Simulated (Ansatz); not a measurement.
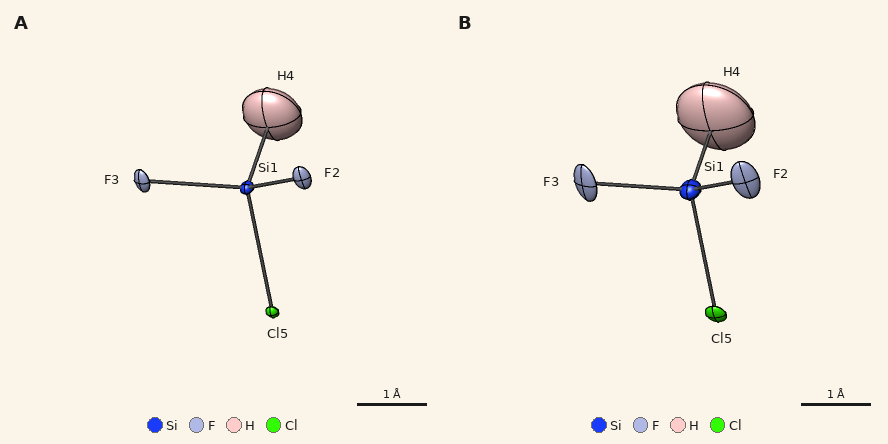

Displacement ellipsoids at the 50 % level, scaled by 2, from the internal vibrations of the free molecule (harmonic, no overall translation or rotation; no half-axis is drawn under 0.075 Å). Vibrations computed with RKS PBE0-D4/def2-TZVP (Ansatz 0.2.0). One panel is for 298 K, the other for 900 K.

**Which panel is for 900 K?**

B.

**How much does the mean-square displacement of Cl5 grow, and why?**

U_eq goes from 0.00073 to 0.0019 Å², a factor of 2.6. Modes below kT (626 cm⁻¹ at 900 K) grow about in proportion to T, and the lowest lies at 226 cm⁻¹; the mean-square amplitude of a mode is its zero-point value times coth(ħω/2kT), which comes close to 1 only above about 3kT.
